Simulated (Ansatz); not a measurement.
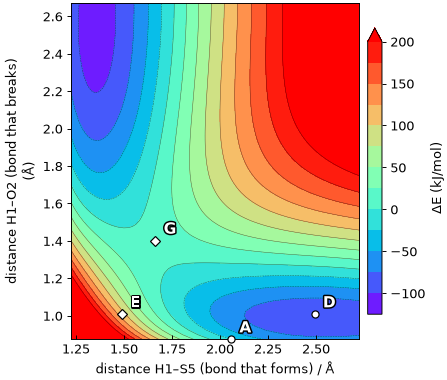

The reacting system C2H4OS (one molecule; an intramolecular 1,3-shift). 
- Coordinates scanned: (1) distance H1–S5 (bond that forms); (2) distance H1–O2 (bond that breaks).
- Relaxed at each point: all other coordinates.
- The grid has 9 × 9 points.
- Points are written as (first, second).
- Energies: kJ/mol, counted from a guessed transition structure relaxed with its forming and breaking bonds held.
- The reference is spin-restricted, so regions where a bond is pulled apart into radicals lie too high.
- The calculation used Ansatz, RKS r2SCAN-D4/def2-SVP.

Drawn: filled contours, one colour for all values above the top of the scale, lettered points. Between grid points the surface is interpolated.

**Is A the lowest point of the computed grid?**

No. A lies 87 kJ/mol above the lowest grid point, which is at (1.335 Å, 2.673 Å).

**What kind of point is each of D, E, G: minimum, saddle, maximum or slope?**

D: minimum; E: on a slope; G: saddle point. (In these two coordinates alone; a stationary point may lie a little off the grid point.)
